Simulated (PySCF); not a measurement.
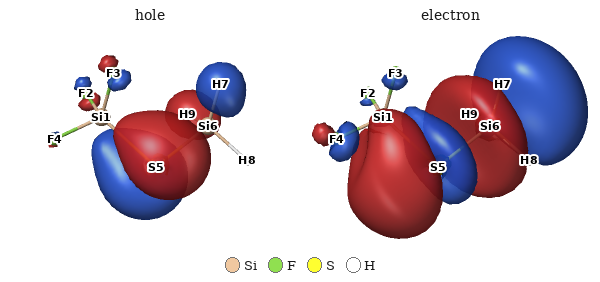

Figure. (F)3Si-S-SiH3 (F$_{3}$H$_{3}$SSi$_{2}$). Leading natural transition orbital pair of S₁ (TDA singlet states); the surfaces enclose about 78 % of each orbital's density.

Level of theory: CAM-B3LYP/def2-SVPD (PySCF), at a geometry from GFN2-xTB. No frequency check shows the geometry to be a minimum. GFN2-xTB bond lengths at metals and heavier atoms can be off by up to 0.1 Å and shapes distorted, which carries into these values.

Question: Give its energy and the atoms that hole and electron lie on.

Answer: 6.45 eV (192 nm), f = 0.018; the leading pair carries 99 %; hole on S5 (72 %), Si6 (9 %) and Si1 (8 %), electron on Si6 (42 %), S5 (28 %) and Si1 (10 %); their centroids lie 1.0 Å apart. In canonical orbitals it is mainly HOMO → LUMO (88 %). The HOMO–LUMO gap is 9.80 eV.
